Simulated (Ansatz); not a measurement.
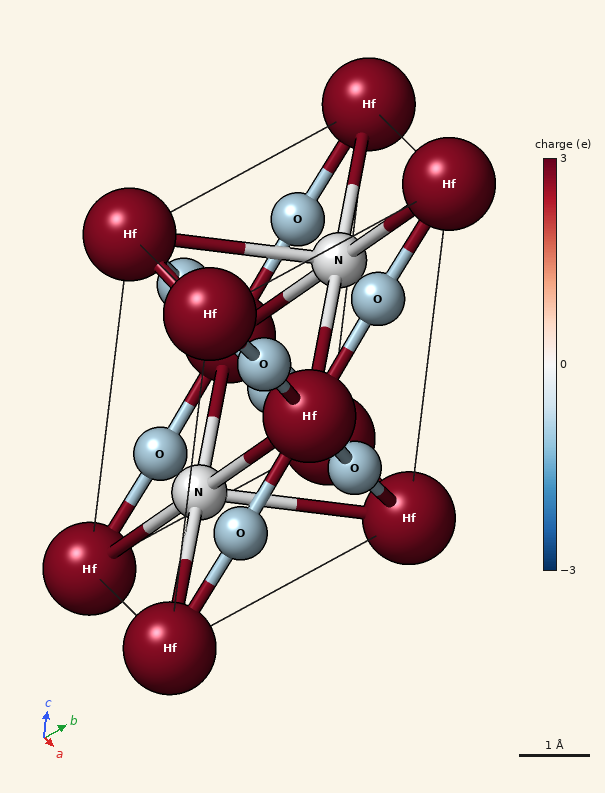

Shown here is a ball-and-stick view of the crystal, taken slightly off an axis. The parallelepiped is the simulation cell. The atoms of this HfNO₃ cell are coloured by their Bader charge.

Run with DFT, PAW plane waves, PBE (Ansatz) and these settings: a kinetic-energy cutoff of 420 eV, k-grid 7×7×7, Gaussian smearing of 0.017 eV, no spin polarisation. The pressure of the cell is 34 GPa.

> Describe the charge distribution among the elements.

Most positive: Hf; most negative: O. Charges: about Hf +2.7 e; N 0.0 e; O -0.9 e.

Note that this is a generated cell, made by putting these elements into a known structure type (the compound may or may not exist in this form), and that it hasn't been relaxed. It went into a calculation with Ansatz.

At this level of theory the cell isn't at rest (compressed, at 34 GPa and forces up to 0.9 eV/Å), so its distances can differ from those at equilibrium, the more so the softer the solid.
